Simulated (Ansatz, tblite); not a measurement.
# [WO3F]-: which spin state is lowest

Aim: set other spin states of [WO3F]- against its singlet, on many levels of theory.

Program: Ansatz 0.2.0, Gaussian basis. Level of theory: as each input shows. These are calculated values, not measurements.

Plan: triplet, at the geometry of the singlet (GFN1-xTB, GFN2-xTB, PBE0-D4/def2-TZVPD, PBE-D4/def2-TZVPD, r2SCAN-D4/def2-TZVPD); the singlet's energies come from earlier runs.

**1. The geometry**

The singlet was relaxed beforehand with r2SCAN-D4/def2-SVPD.

5 atoms, charge -1, spin multiplicity 1.

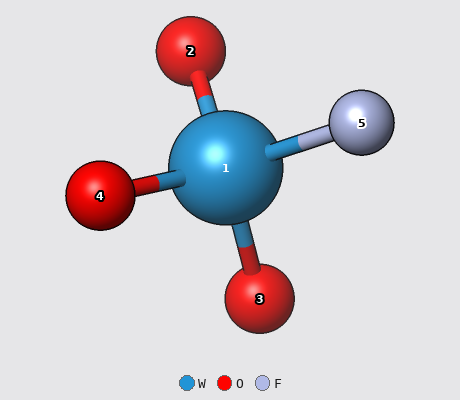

The geometry (tungsten blue, oxygen red, fluorine light blue); atoms are numbered from 1 in the order of the file.

Formally the metal is d0. W takes a core potential in the def2 sets. No spin-orbit coupling is included. The ion is computed in the gas phase, without counter-ions or solvent.

**2. Triplet at the fixed geometry, GFN1-xTB**

Tight binding, by tblite at 300 K electronic temperature and without a spin-polarisation term:

```python
tblite.interface.Calculator('GFN1-xTB', numbers, positions, charge=-1, uhf=2).singlepoint()
```

Energy -592.8250 eV; 0.003 s.

**3. Triplet at the fixed geometry, GFN2-xTB**

Tight binding, by tblite at 300 K electronic temperature and without a spin-polarisation term:

```python
tblite.interface.Calculator('GFN2-xTB', numbers, positions, charge=-1, uhf=2).singlepoint()
```

Energy -532.2806 eV; 0.004 s.

**4. Triplet at the fixed geometry, PBE0-D4/def2-TZVPD**

The input, in.yaml:

```yaml
crystal:
  periodic: [false, false, false]
  atoms:
    - {symbol: W, position_ang: [0.012919, 0.022284, 0.009334]}
    - {symbol: O, position_ang: [0.029296, 0.013264, 1.766070]}
    - {symbol: O, position_ang: [1.667300, 0.041388, -0.581485]}
    - {symbol: O, position_ang: [-0.814586, 1.467150, -0.551030]}
    - {symbol: F, position_ang: [-0.894919, -1.544096, -0.642900]}
basis:
  gaussian: {orbitals: def2-TZVPD}
total_charge: -1
magnetization: {spin_polarized: true, initial_magnetization: 2}
hamiltonian: {xc: pbe0, dispersion: d4}
scf: {omitted_lower_state_checks: [starts]}
output: {orbitals: {seedname: orbitals}}
```

The run is started by

```console
ansatz run in.yaml --threads 4 --pin off --events-out ev --progress --plain --max-ram 3916MiB
```

Standard output:

```text
Functional definition: PBE0
  name "PBE0"
  cite "Adamo & Barone, J. Chem. Phys. 110, 6158 (1999) doi:10.1063/1.478522"
  cite "Perdew, Burke & Ernzerhof, Phys. Rev. Lett. 77, 3865 (1996) doi:10.1103/PhysRevLett.77.3865"
  parent pbe
  parameter a = 0.25
  parameter kappa = 0.804
  parameter beta = 0.06672455060314922
  exchange = (1 - a)*pbe_x(kappa = kappa, mu = beta*pi^2/3) + a*exact_x
  correlation = pbe_c(beta = beta)
these checks for a lower state are left out or cut short: starts
1165 factors; their error is unknown
mean field evaluation 1: about -10670.7555 eV, gradient 5.0e1 eV
mean field evaluation 2: about -10558.7521 eV, gradient 1.9e2 eV
mean field evaluation 4: about -10680.5467 eV, gradient 1.1e1 eV
mean field evaluation 8: about -10680.9247 eV, gradient 4.8e-1 eV
mean field evaluation 16: about -10681.4244 eV, gradient 3.7e0 eV
mean field evaluation 32: about -10681.5438 eV, gradient 8.2e-4 eV
mean field -10681.54378954 eV, -392.5394940552 hartree, gradient 9.0e-6 eV, S^2 2.035358; 0 other end points of the search recorded, 0 dependent functions left out
reference -10681.54383560 eV, -392.5394957477 hartree; 25, 23 occupied and 178, 180 virtual orbitals, 1165 factors
Total energy: -10681.65692210 eV, -392.5436516002 hartree
Checks for a lower state left out: starts
```

It took 30 s on 4 threads of Arm Neoverse V2, shared host; peak memory 0.8 GiB.

HOMO 1.85 eV, LUMO -0.85 eV (over both spins; with the spin held, an empty level of the minority spin lies below the top filled one); ⟨S²⟩ 2.035 (pure: 2.00). Doubts: highest occupied level lies above zero.

**5. Triplet at the fixed geometry, PBE-D4/def2-TZVPD**

start.molden holds the orbitals of an earlier run on this state, given as this run's starting guess.

Edit in.yaml of step 4 so:

```diff
@@ -9,6 +9,6 @@
 basis:
-  gaussian: {orbitals: def2-TZVPD}
+  gaussian: {orbitals: def2-TZVPD, initial_orbitals: start.molden}
 total_charge: -1
 magnetization: {spin_polarized: true, initial_magnetization: 2}
-hamiltonian: {xc: pbe0, dispersion: d4}
+hamiltonian: {xc: pbe, dispersion: d4}
 scf: {omitted_lower_state_checks: [starts]}
```

Same command.

Standard output:

```text
Functional definition: PBE
  name "PBE"
  cite "Perdew, Burke & Ernzerhof, Phys. Rev. Lett. 77, 3865 (1996) doi:10.1103/PhysRevLett.77.3865"
  parent pbe
  parameter kappa = 0.804
  parameter beta = 0.06672455060314922
  exchange = pbe_x(kappa = kappa, mu = beta*pi^2/3)
  correlation = pbe_c(beta = beta)
these checks for a lower state are left out or cut short: starts
1095 factors; their error is unknown
mean field evaluation 1: about -10683.9335 eV, gradient 8.0e0 eV
mean field evaluation 2: about -10684.1913 eV, gradient 4.9e-1 eV
mean field evaluation 4: about -10684.2111 eV, gradient 3.1e0 eV
mean field evaluation 8: about -10684.2624 eV, gradient 9.1e-2 eV
mean field evaluation 16: about -10684.2633 eV, gradient 3.2e-4 eV
mean field -10684.26328957 eV, -392.6394338381 hartree, gradient 3.6e-6 eV, S^2 2.007341; 0 other end points of the search recorded, 0 dependent functions left out
reference -10684.26333900 eV, -392.6394356545 hartree; 25, 23 occupied and 178, 180 virtual orbitals, 1095 factors
Total energy: -10684.39752286 eV, -392.6443668202 hartree
Checks for a lower state left out: starts
```

It took 11 s on 4 threads of Arm Neoverse V2, shared host.

From the report: HOMO 2.64 eV, LUMO -2.40 eV (over both spins; with the spin held, an empty level of the minority spin lies below the top filled one); ⟨S²⟩ 2.007 (pure: 2.00). Doubts: highest occupied level lies above zero.

**6. Triplet at the fixed geometry, r2SCAN-D4/def2-TZVPD**

Edit in.yaml of step 5 so:

```diff
@@ -12,3 +12,3 @@
 magnetization: {spin_polarized: true, initial_magnetization: 2}
-hamiltonian: {xc: pbe, dispersion: d4}
+hamiltonian: {xc: r2scan, dispersion: d4}
 scf: {omitted_lower_state_checks: [starts]}
```

Launched as before.

Standard output, cut to the lines that bear on the results:

```text
Functional definition: r2SCAN
  name "r2SCAN"
  cite "Furness, Kaplan, Ning, Perdew & Sun, J. Phys. Chem. Lett. 11, 8208 (2020) doi:10.1021/acs.jpclett.0c02405"
  cite "Furness, Kaplan, Ning, Perdew & Sun, J. Phys. Chem. Lett. 11, 9248 (2020) doi:10.1021/acs.jpclett.0c03077"
  parent r2scan
[...]
1095 factors; their error is unknown
[...]
mean field -10688.48619949 eV, -392.7946229150 hartree, gradient 3.1e-6 eV, S^2 2.019465; 0 other end points of the search recorded, 0 dependent functions left out
reference -10688.48623616 eV, -392.7946242628 hartree; 25, 23 occupied and 178, 180 virtual orbitals, 1095 factors
Total energy: -10688.51639302 eV, -392.7957325069 hartree
Checks for a lower state left out: starts
```

It took 22 s on 4 threads of Arm Neoverse V2, shared host; peak memory 0.6 GiB.

Report: HOMO 3.11 eV, LUMO -1.61 eV (over both spins; with the spin held, an empty level of the minority spin lies below the top filled one); ⟨S²⟩ 2.019 (pure: 2.00). Doubts: highest occupied level lies above zero.

**7. Triplet less singlet, vertical**

The singlet's energies are those of its earlier runs, whose logs aren't repeated here.

| level | triplet less singlet, vertical (kJ/mol) | time |
| --- | --- | --- |
| GFN1-xTB | +603.4 | 0.006 s |
| GFN2-xTB | +464.3 | 0.007 s |
| PBE-D4/def2-TZVPD | +482.1 | 13 s |
| r2SCAN-D4/def2-TZVPD | +492.4 | 26 s |
| PBE0-D4/def2-TZVPD | +486.8 | 32 s |

Times add the two runs; a level without a time comes out of a correlated run. Tight binding without a spin term can't rank spin states.

**8. Summary of results**

```
                                                 quantity                                         value
triplet less singlet, vertical, functionals in def2-TZVPD  +482.1 (PBE-D4) to +492.4 kJ/mol (r2SCAN-D4)
```

All functionals put the triplet above the singlet, over a spread of 10.3 kJ/mol. The checks for a lower triplet were left out, so another state of that spin may lie lower. The singlet here is a closed shell; an open-shell singlet can lie lower. These are electronic energies, without zero-point motion, entropy or surroundings. Spin-orbit coupling is left out too; for so heavy a metal it can shift spin gaps by tenths of an eV.

The anion's highest level is positive in at least one run, so there the basis alone may hold the extra electron.
